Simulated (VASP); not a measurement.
Band structure of AlAs (zinc blende). Level of theory: PW91 GGA, VASP's PBE PAW potentials (set 64) (plane waves; VASP).

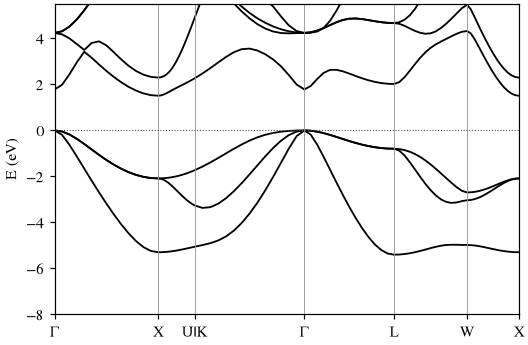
Bands along high-symmetry lines, zero at the valence-band maximum or, without a gap, the Fermi level

Question: Read the plot: is there a gap, and where are the band edges?

Answer: The gap is indirect, 1.51 eV, from the valence maximum at Γ to the conduction minimum at X. (Edges off the drawn lines would not show.)

Measured: gap 2.28 eV (computed value off by -0.77 eV), as given by Wei Chen et al., Physical Review Materials (2018), doi:10.1103/physrevmaterials.2.073803 [zero-point renormalisation of 0.04 eV added back (the table's ZPR column)].

The compound is AlAs in the zinc blende structure. It was relaxed first.
